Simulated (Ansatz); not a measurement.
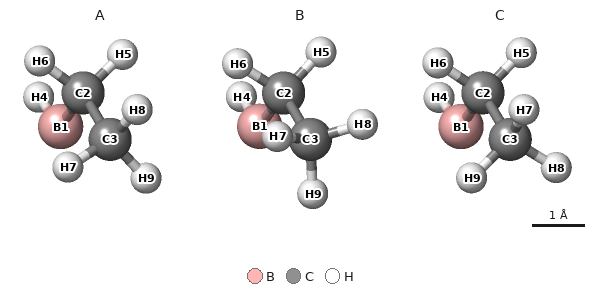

3 geometries from a converged minimum-energy path of C2H6B (multiplicity 2), shuffled. A ball-and-stick model, seen from a free direction.

Level of theory: UKS CAM-B3LYP/6-31G* in Ansatz 0.2.0. Run with 7 movable images; climbing image; force threshold 0.05 eV/Å; iteration limit 41; starting path through a guess of the saddle point.

Question: One of them is the converged climbing image. Which?

Answer: B. In order along the path, whose images run from 0 to 8: C (image 0, 0.000 eV), B (image 4, +0.102 eV), A (image 7, +0.014 eV). The motion is a rotation about the C2–C3 bond by about 120°. No bond forms or breaks between the ends. Bond angles that change up to the highest image, for instance: B1–C2–H6 106.1° → 102.9°.

Cost: 7.9 min on 1 thread of AMD EPYC (Zen 3), with other jobs on the host, peak memory 0.16 GiB.
